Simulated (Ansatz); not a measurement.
NaCl (rock salt)

Space group Fm-3m (No. 225); a = b = c = 5.696 Å, α = β = γ = 90.00°

| atom | site | symmetry | x | y | z |
|---|---|---|---|---|---|
| Cl | 4a | m-3m | 0.0000 | 0.0000 | 0.0000 |
| Na | 4b | m-3m | 0.5000 | 0.5000 | 0.5000 |
(The calculation used a cell of 2 atoms; values per cell refer to that cell.)

E(V) scan at fixed shape, V₀ the volume above. Symmetry pins the atoms to their sites.

Method: PBE (plane waves to 420 eV, PAW, scalar-relativistic; Ansatz, a first-principles code). k mesh 10×10×10 (Γ-centred), Fermi-Dirac smearing 0.05 eV. Energies are smeared free energies. NaCl was relaxed with its symmetry unable to fall. The zero of ΔE is the relaxed starting cell.

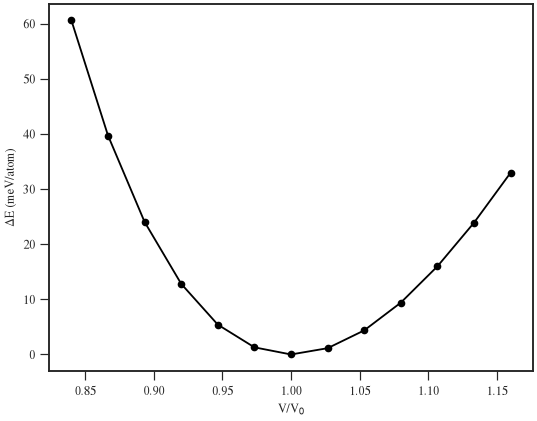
Fig. 1. ΔE (meV/atom) against V/V₀; computed points joined by lines.

What is ΔE at V/V₀ = 0.840?

About 61 meV/atom.

What is ΔE at V/V₀ = 1.160?

About 33 meV/atom.

What bulk modulus B₀ follows from a third-order Birch-Murnaghan fit?

About 24 GPa.

(A scan under strain: stresses follow from slopes of the energy per volume, elastic moduli from its curvatures.)
